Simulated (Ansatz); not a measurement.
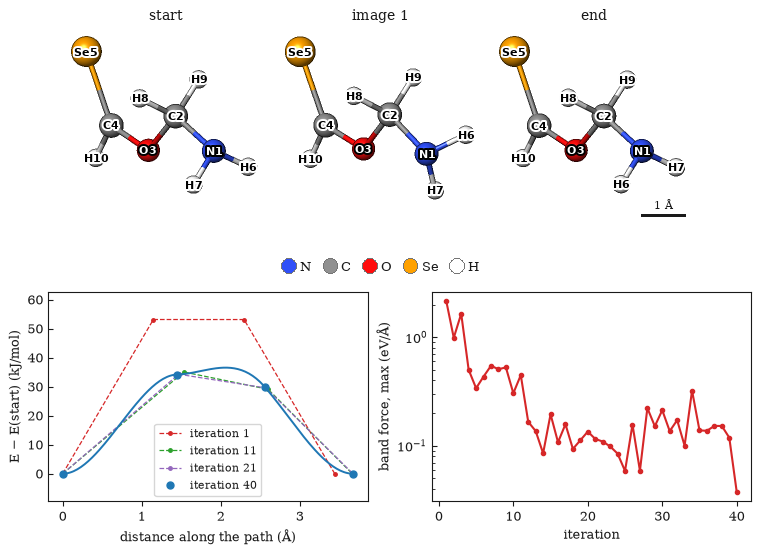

NEB run on C₂H₅NOSe. Images are numbered from 0 (start) to 3 (end). The plot follows the band through its iterations. Style: ball-and-stick. Shown from a free direction.

Method: RKS B3LYP/def2-SVP (Ansatz). Set-up: 2 movable images; climbing image; force threshold 0.05 eV/Å; iteration limit 60; starting path by image-dependent pair potential.

### Did the band converge, and can the barrier be trusted?

The run is converged, with reservations. The band converged in 40 iterations. The largest component of the band force went from 2.1 to 0.037 eV/Å. The climbing image converged on the top of the path. Its curvatures weren't checked. So few images resolve the path coarsely. The first iteration put the highest image at 53.2 kJ/mol. The barrier is about 34.2 kJ/mol in both directions, with image 1 at the top; the ends have the same energy.
